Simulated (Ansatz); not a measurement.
SiNH₅O and related structures: several calculations on one system

### Relaxation

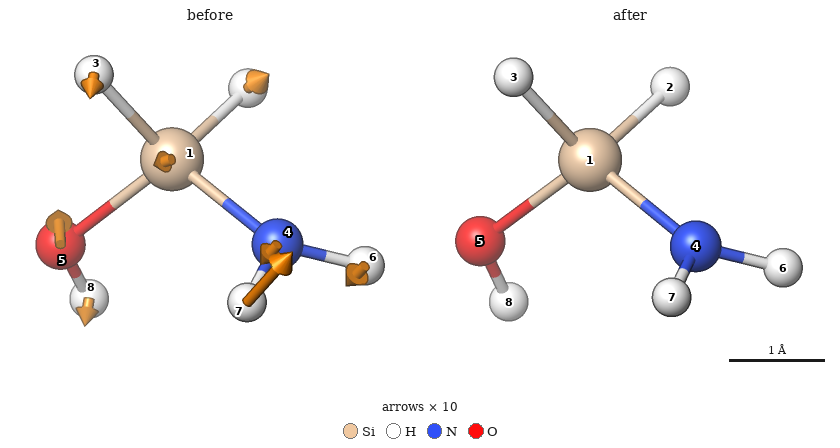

The structure of SiNH5O before (left) and after (right) a relaxation, at one scale. The orange arrows give the displacements, 10 times their true length.

Style: ball-and-stick. Shown from a free direction.

It is one of the separated products of a reaction.

Theory: RKS PBE0-D4/def2-TZVP in Ansatz 0.2.0.

Input
```yaml
crystal:
  periodic: [false, false, false]
  atoms:
    - {symbol: Si, position_ang: [-1.105582, -1.219967, -0.103314]}
    - {symbol: H, position_ang: [-2.538057, -1.595913, -0.230315]}
    - {symbol: H, position_ang: [-0.256590, -2.354424, 0.318096]}
    - {symbol: N, position_ang: [-1.047091, 0.056671, 1.012486]}
    - {symbol: O, position_ang: [-0.481148, -0.878226, -1.613409]}
    - {symbol: H, position_ang: [-1.845072, 0.629692, 1.222702]}
    - {symbol: H, position_ang: [-0.168497, 0.497075, 1.238721]}
    - {symbol: H, position_ang: [-0.968705, -0.243271, -2.141920]}
basis:
  gaussian: {orbitals: def2-TZVP}
hamiltonian: {xc: pbe0, dispersion: d4}
relax: {f_tol: 0.005, max_steps: 200}
```

Run as
```bash
ansatz run in.yaml --threads 8 --pin off --events-out ev --progress --plain --max-ram 19148MiB
```

Q: Describe what moved and what it gained.

A: The energy falls by 0.41 kcal/mol in 9 geometry steps. Largest force component: 0.81 eV/Å at the start, 0.001 eV/Å at the end. The atom that moves furthest after the best rigid fit is H7 (0.092 Å). Largest moves by element: H 0.092 Å, O 0.063 Å, N 0.035 Å, Si 0.028 Å. Some distances before and after: Si1–O5 1.669 → 1.649 Å, Si1–N4 1.697 → 1.705 Å. Bond angles that change, for instance: Si1–N4–H7 120.4° → 123.7°. The run took 5.5 s on 8 threads of Arm Neoverse V2, with other jobs on the host.

### Relaxation

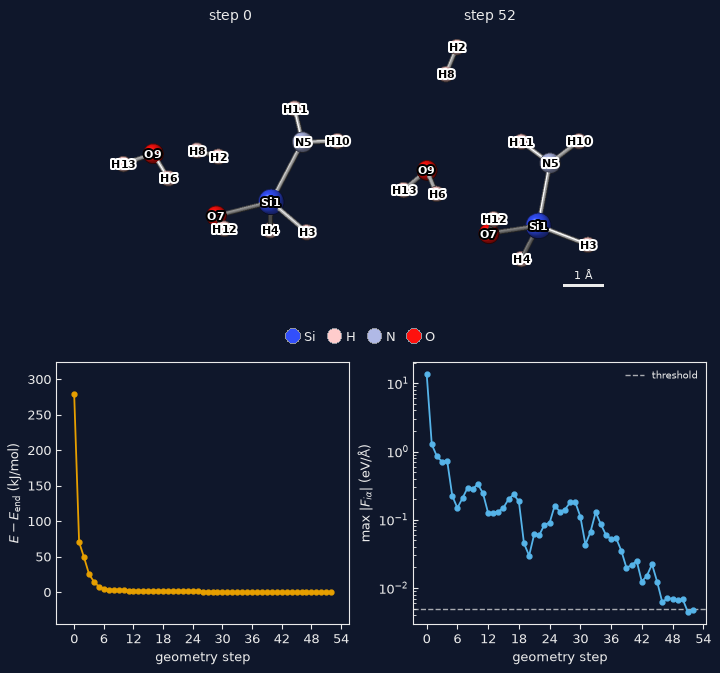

First and last geometry of a relaxation of SiNH9O2 (started from a transition state, displaced along its imaginary mode), with the history of the run. The picture is a ball-and-stick view, seen at a tilt.

Level of theory: RKS PBE0-D4/def2-TZVP (Ansatz). Set-up: force threshold 0.005 eV/Å; at most 200 steps.

> Did the run converge, and what did it change?

It converged. Over 52 geometry steps the energy falls by 279.9 kJ/mol. Largest force component: 14 eV/Å at the start, 0.0047 eV/Å at the end. The largest move after the best rigid fit is that of H2, 2.93 Å. By element the largest moves are H 2.93 Å, O 0.96 Å, Si 0.71 Å, N 0.68 Å. Among the contacts that change: Si1–H2 2.016 → 5.041 Å, H8–O9 1.476 → 2.504 Å, H6–O9 0.795 → 0.968 Å, H2–H8 0.670 → 0.749 Å. Among the angles between lasting bonds that change: H3–Si1–O7 95.8° → 109.6°, Si1–N5–H11 129.4° → 120.4°, H4–Si1–O7 109.8° → 101.5°. Groups turn about Si1–O7 by about 35°. Cost: 57 s on 8 threads of Arm Neoverse V2, on a shared host.

```
step  E − E(0), kJ/mol  largest force component, eV/Å
   0              0.00                        13.8540
   1           -209.44                         1.2742
   2           -230.84                         0.8522
   3           -254.18                         0.7100
   4           -265.20                         0.7376
   5           -272.02                         0.2243
   6           -274.83                         0.1488
   7           -276.27                         0.2078
   8           -276.77                         0.2952
   9           -277.09                         0.2845
  10           -277.35                         0.3333
  12           -277.91                         0.1257
  14           -278.25                         0.1320
  17           -278.45                         0.2353
  19           -278.59                         0.0452
  21           -278.65                         0.0616
  23           -278.72                         0.0852
  25           -278.86                         0.1615
  28           -279.20                         0.1796
  30           -279.41                         0.1117
  32           -279.61                         0.0672
  34           -279.72                         0.0863
  37           -279.84                         0.0535
  39           -279.88                         0.0199
  41           -279.89                         0.0250
  43           -279.90                         0.0152
  45           -279.90                         0.0123
  48           -279.90                         0.0070
  50           -279.90                         0.0068
  52           -279.91                         0.0047
```

### Reaction

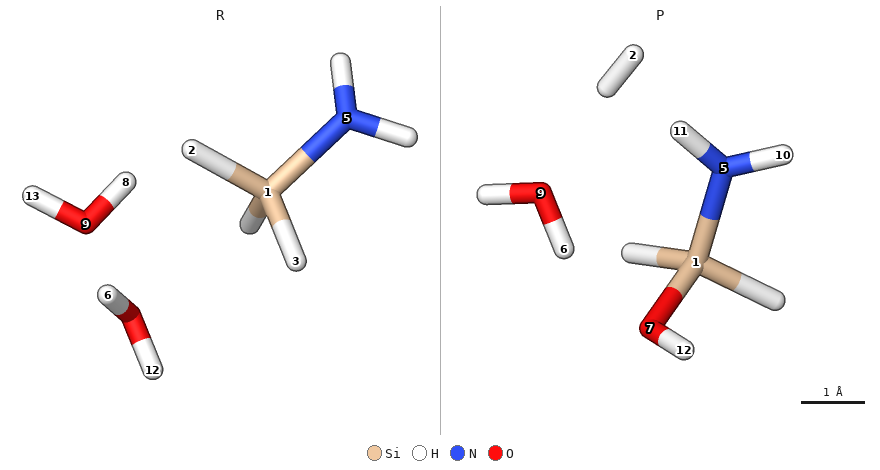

Reactant (R) and product (P) of one elementary step of SiNH9O2. Style: stick. Shown at a tilt.

Stationary points at PBE0-D4/def2-TZVP, single-point energies with CCSD(T)/CBS, BLYP-D4, B3LYP-D4, B2PLYP (def2-TZVPP where no basis is named; Ansatz 0.2.0). The energies are electronic, without zero-point or thermal terms, and both ends are the minima reached downhill from the saddle, with any fragments still in contact. CCSD(T)/CBS stands for a frozen-core estimate: MP2 correlation extrapolated from def2-TZVPP and def2-QZVPP, CCSD(T) minus MP2 from the smaller set.

R:
```xyz
13

Si   -0.9485   -0.0951    0.6833
H     0.4239    0.4774    0.7848
H    -1.4373   -0.1049   -0.7167
H    -0.9286   -1.4732    1.2391
N    -1.9785    1.0135    1.5218
H     1.4406   -0.9775   -1.2887
O     0.9171   -1.7157   -0.9373
H     1.6053    1.1307   -0.7827
O     2.1589    0.7599   -1.4789
H    -2.9714    0.9711    1.3534
H    -1.8009    1.2204    2.4923
H     0.4566   -2.0869   -1.6923
H     3.0629    0.8805   -1.1781
```

P:
```xyz
13

Si   -1.0152   -1.2770    0.2449
H     0.9964    3.3434    0.1087
H    -2.4085   -1.7909    0.1824
H    -0.1256   -2.1455    1.0448
N    -1.1150    0.2874    0.8938
H     1.3177   -0.3523   -0.8225
O    -0.3127   -1.3803   -1.2660
H     1.2736    2.6632   -0.0366
O     1.8248    0.2285   -0.2365
H    -1.9607    0.8294    0.8739
H    -0.2840    0.8478    1.0052
H    -0.8031   -0.9879   -1.9911
H     2.6125   -0.2656   -0.0008
```

**What is the transition state like, and how high is the barrier?**

Counted by bonded pieces, R holds H₂O + H₂O + SiH₅N and P holds H₂ + H₂O + SiH₅NO. From R over the saddle to P, bonds form: Si1–O7 (2.96 → 1.79 → 1.67 Å), H2–H8 (2.07 → 1.13 → 0.75 Å), H6–O9 (1.89 → 1.19 → 0.97 Å). Bonds break: Si1–H2 (1.49 → 1.73 → 5.04 Å), H6–O7 (0.97 → 1.21 → 1.98 Å), H8–O9 (0.96 → 1.12 → 2.50 Å). The saddle has one imaginary mode, 1166i cm⁻¹. With CCSD(T)/CBS the barrier is 116.5 kJ/mol from R and 202.1 kJ/mol from P, and P lies 85.6 kJ/mol below R.

```
      level  barrier from R (kJ/mol)  barrier from P (kJ/mol)  P less R (kJ/mol)
CCSD(T)/CBS                    116.5                    202.1              −85.6
    BLYP-D4                     94.7                    181.7              −87.0
   B3LYP-D4                    104.6                    190.7              −86.1
     B2PLYP                    111.9                    197.9              −86.0
```

Against CCSD(T)/CBS, B2PLYP comes closest on the barrier from R (−4.6 kJ/mol) and BLYP-D4 misses most (−21.8 kJ/mol).

Saddle geometry:

```xyz
13

Si   -0.6414   -0.5978    0.5225
H     0.7334    0.3817    0.8873
H    -1.8139   -1.4079   -0.0175
H    -0.1426   -1.5250    1.5776
N    -1.5457    0.8272    0.8004
H     1.1288   -0.0907   -1.2223
O     0.2447   -0.8851   -1.0104
H     1.4116    0.7390    0.0533
O     1.8805    0.7940   -0.9610
H    -2.5507    0.8213    0.7475
H    -1.1620    1.6543    1.2240
H    -0.3290   -1.1893   -1.7176
H     2.7865    0.4783   -0.8837
```

The saddle point in the same view, with dashed sticks for the bonds that form or break:

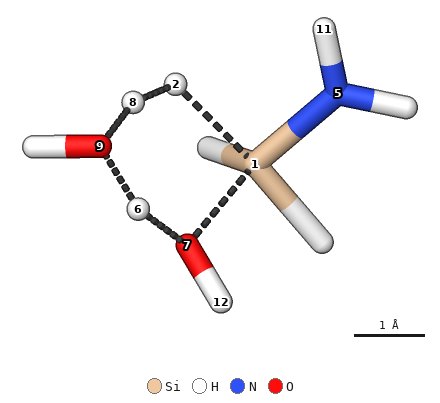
